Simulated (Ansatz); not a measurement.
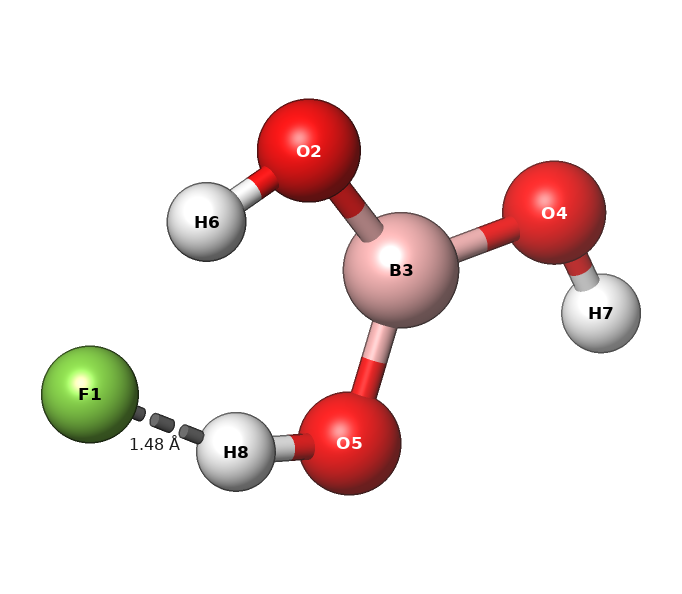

Two molecules or ions; the broken line marks their closest contact (measured against van der Waals radii). The species has charge −1 and is a spin singlet. The computed structure is the end point of a PBE0-D4/def2-TZVPD optimisation. Program: Ansatz 0.2.0.

> Which two species are they?

F and BH3O3 (`OB(O)O.[F-]`).

Give the counterpoise-corrected interaction energy (kcal/mol, monomers kept as in the pair) with CCSD(T)/CBS (MP2 limit from def2-TZVPPD and def2-QZVPPD plus CCSD(T) − MP2).

```tsv
level	interaction energy (kcal/mol)
CCSD(T)/CBS (MP2 limit from def2-TZVPPD and def2-QZVPPD plus CCSD(T) − MP2)	−60.0
```
